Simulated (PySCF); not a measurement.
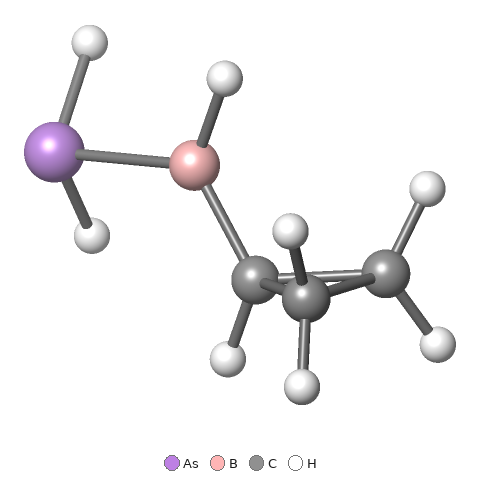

The molecule: C₃H₈AsB, SMILES [AsH2]BC1CC1.

Simulated rotational absorption lines between 6 and 18 GHz at 2 K: rigid rotor with the equilibrium constants and dipole of one optimised conformer (PBE0-D3(BJ)/def2-SVP, PySCF 2.14.0), commonest isotopes; no centrifugal distortion, hyperfine structure, internal rotation or nuclear-spin weights; lines within 1 MHz of each other are summed.

### What are the rotational constants, and what kind of rotor is it?

Rotational constants A, B, C = 13.37, 1.088, 1.077 GHz; Ray's κ = −1.00, a near-prolate asymmetric top.

### Which dipole components drive the lines?

|μa|, |μb|, |μc| = 1.57, 0.45, 0.40 D; a-type lines carry 93 % of the intensity in this range.

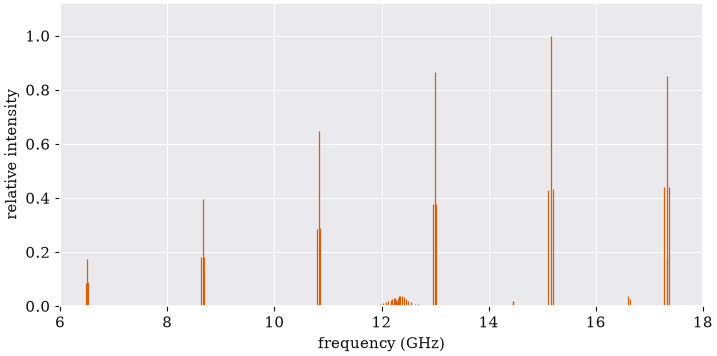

Caveats: coarse grid, loose stop and no frequency check, small forces are noise and the end may be a saddle.
